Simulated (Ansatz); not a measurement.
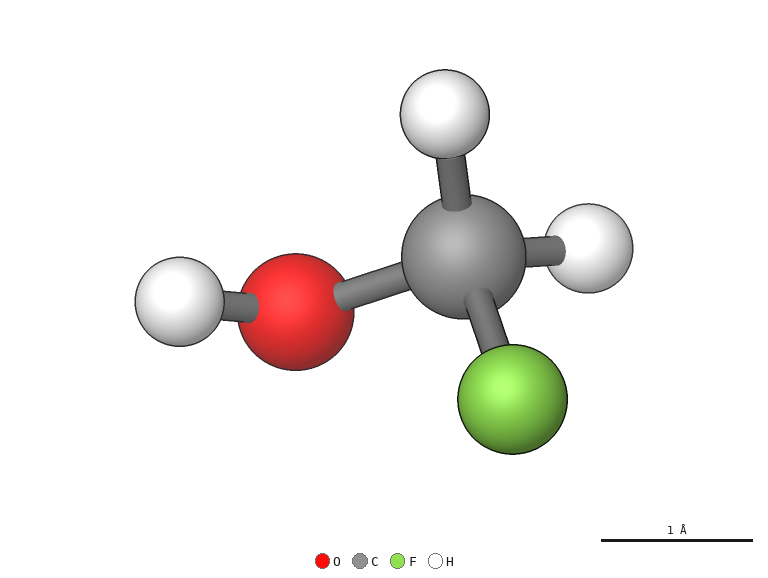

The picture shows a molecular structure as a ball-and-stick model. Every bond is drawn as one stick, whatever its order.

Give the formula.

CH3FO, 6 atoms: 1 carbon, 3 hydrogen, 1 fluorine and 1 oxygen.

What is its SMILES?

OCF

Give the symmetry (Schoenflies symbol).

C1.

Name some functional groups or characteristic bonds that it holds.

Among them: alcohol, C–F bond.

How many bonds of each kind are drawn?

2 C–H, 1 C–O, 1 C–F, 1 O–H.

The parts below concern this one geometry. Atoms keep their numbers from picture to picture. Computed geometry: PBE0-D4/def2-TZVP optimisation.

### Electronic properties

Level of theory: RKS B97M-V/def2-TZVPP (Ansatz 0.2.0).

Predict the main results.

- HOMO energy (Kohn–Sham orbital): −7.90 eV
- LUMO energy (Kohn–Sham orbital): 0.40 eV
- HOMO–LUMO gap: 8.29 eV

### Vibrations

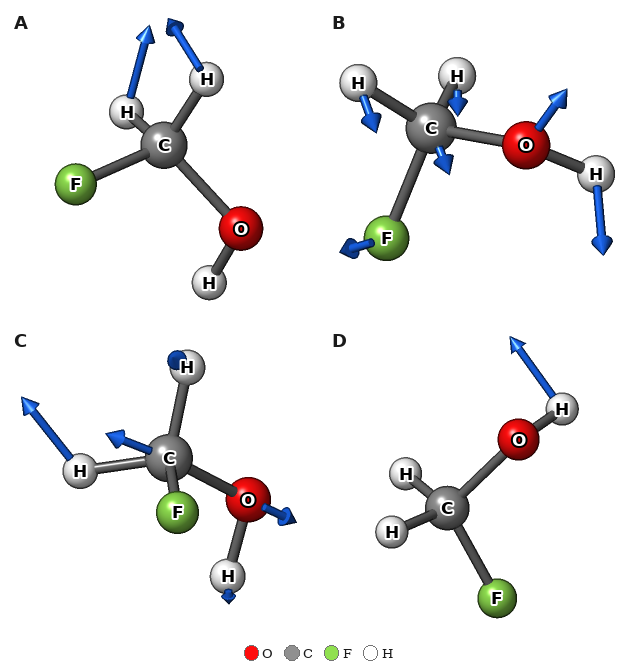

4 normal modes of one molecule or complex, as arrows. Harmonic vibrations computed with RKS PBE0-D4/def2-TZVP (Ansatz 0.2.0) at a stationary point of the same level.

Match the panels to the wavenumbers 393 cm⁻¹, 550 cm⁻¹, 1168 cm⁻¹, 1527 cm⁻¹.

A: 1527 cm⁻¹, H–C–H bending
B: 550 cm⁻¹, F–C–O bending
C: 1168 cm⁻¹, C–O stretching
D: 393 cm⁻¹, a torsion or out-of-plane motion in which bond lengths and bond angles hardly change

### Dipole moment

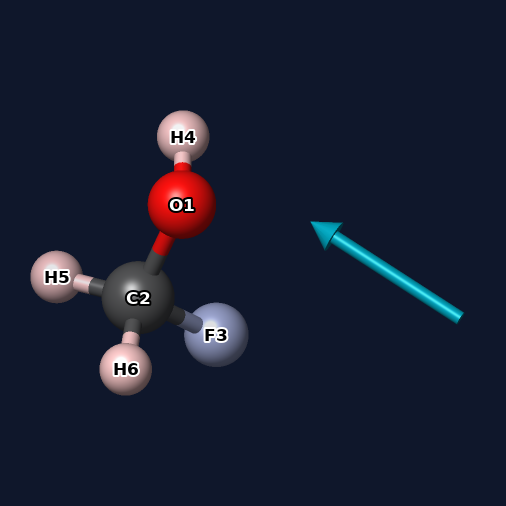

The arrow beside the molecule shows the direction of the dipole moment, from the negative to the positive end (its length means nothing). Properties computed with RKS PBE0-D4/def2-TZVP (Ansatz 0.2.0).

How large is the dipole moment?

1.83 D; it points from the side of F3 to the side of H5 (the outermost atoms at the two ends).

### Charges

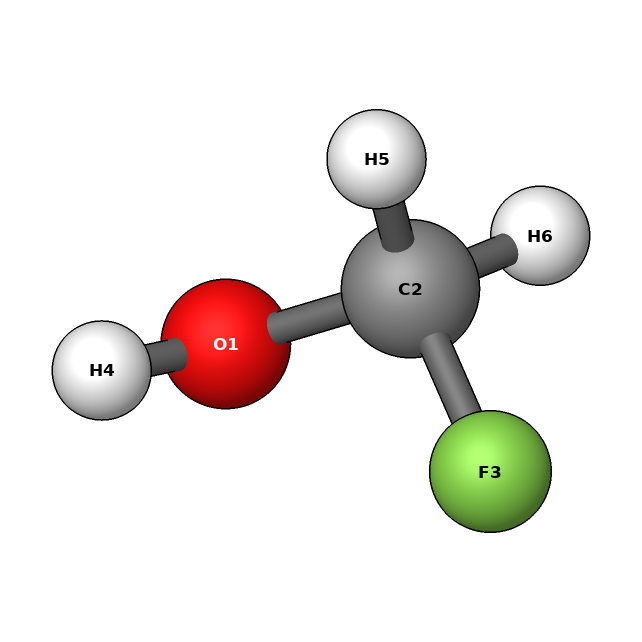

The questions are on Mulliken charges. Properties computed with RKS PBE-D4/def2-TZVPP (Ansatz 0.2.0).

Which atom carries the highest charge (most positive or least negative)?

H4 (0.20 e).

And the lowest?

O1 (−0.28 e).

Give the Mulliken charges atom by atom.

```tsv
atom	value (e)
O1	−0.28
C2	0.11
F3	−0.20
H4	0.20
H5	0.08
H6	0.09
```

Mulliken values depend strongly on the basis set and can even reverse the polarity of a bond.
